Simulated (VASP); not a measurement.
Band structure of DyHg$_{2}$ (space group P6/mmm). All values below come from PBEsol GGA, VASP's PBE PAW potentials (set 64) (plane waves; VASP).

The 4f electrons are frozen in the core of the lanthanide potential, so 4f levels, which can set the real gap, and their magnetism are missing.  Unless said otherwise, spin-orbit coupling is left out, though it shifts the bands of the heavy elements here.

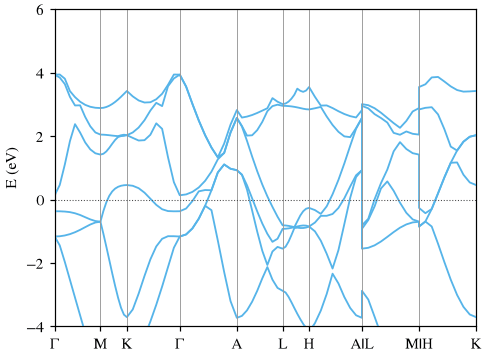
Figure. Bands along high-symmetry lines, zero at the valence-band maximum or, without a gap, the Fermi level

**Question.** Read the plot: is there a gap, and where are the band edges?

**Answer.** It has no gap at this level: it comes out as a metal or semimetal. (Edges off the drawn lines would not show.)

The structure comes from a measured DyHg2 entry (P6/mmm) of the Crystallography Open Database, whose conditions weren't checked. It was relaxed first. The electron count is odd and the run is not spin-polarised, which forces a metal.
